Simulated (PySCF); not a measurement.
C₆H₈OSi, SMILES O[SiH2]c1ccccc1 at its GFN2-xTB optimised geometry (Å):

```
16

Si    -2.6100    -0.2687     0.0000
O     -3.2057    -0.8519     1.3975
C     -0.7201    -0.2687     0.0000
C      0.0047    -0.4010     1.1814
C      1.3880    -0.3829     1.1837
C      2.0789    -0.2287    -0.0058
C      1.3773    -0.0913    -1.1922
C     -0.0052    -0.1112    -1.1842
H     -3.0684    -1.0810    -1.1324
H     -3.1593     1.0810     0.0000
H     -2.9667    -1.7144     1.7257
H     -0.5257    -0.5157     2.1172
H      1.9288    -0.4881     2.1138
H      3.1593    -0.2146    -0.0088
H      1.9113     0.0311    -2.1240
H     -0.5462    -0.0037    -2.1138
```

Method: PBE0/def2-TZVP in PySCF. Cells within 0.4 Å of a nucleus heavier than hydrogen are left out (blank, or x).

Map of the electron localisation function on the plane z = 1.2 Å:

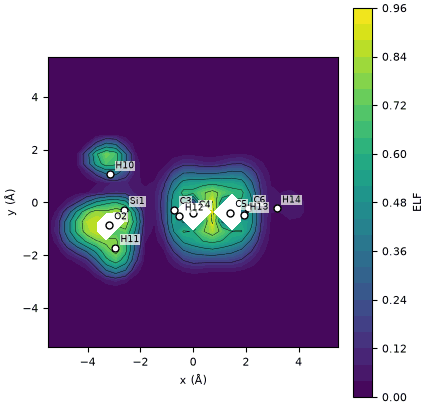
*Electron localisation function on the plane z = 1.2 Å.*
